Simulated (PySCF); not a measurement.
SMILES c1(Cc2ccco2)ccsc1 at its GFN2-xTB optimised geometry (Å):

```
19

C      1.3612    -2.7883     3.5206
C      0.3014    -3.3747     2.9054
O      0.2260    -2.9864     1.6200
C      1.2515    -2.1379     1.3963
C      1.3760    -1.5085     0.0468
C      0.5535    -0.2516     0.0000
C     -0.8667    -0.2516     0.0000
C     -1.3915     0.9969    -0.0061
S     -0.1717     2.2100    -0.0101
C      1.0596     1.0092     0.0000
C      1.9804    -1.9773     2.5372
H      1.6666    -2.9123     4.5392
H     -0.4437    -4.0615     3.2545
H      1.0123    -2.2100    -0.7073
H      2.4226    -1.2758    -0.1504
H     -1.4548    -1.1517     0.0073
H     -2.4226     1.2890    -0.0102
H      2.0882     1.3106     0.0018
H      2.8495    -1.3644     2.6608
```

Level of theory: PBE/def2-SVP (PySCF).

Map of the HOMO amplitude (bohr^(-3/2)) on the plane z = 0.6 Å; orbital energy -5.19 eV, overall sign arbitrary:

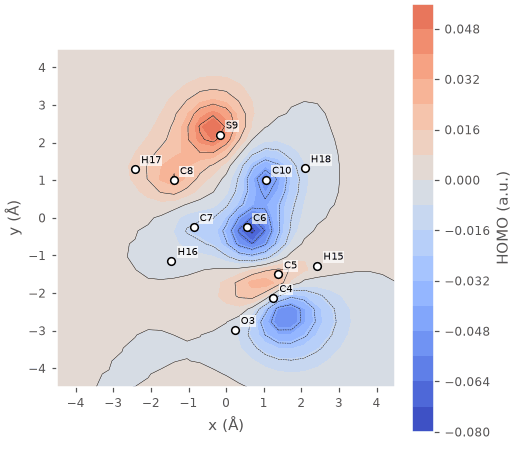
HOMO amplitude (bohr^(-3/2)) on the plane z = 0.6 Å.
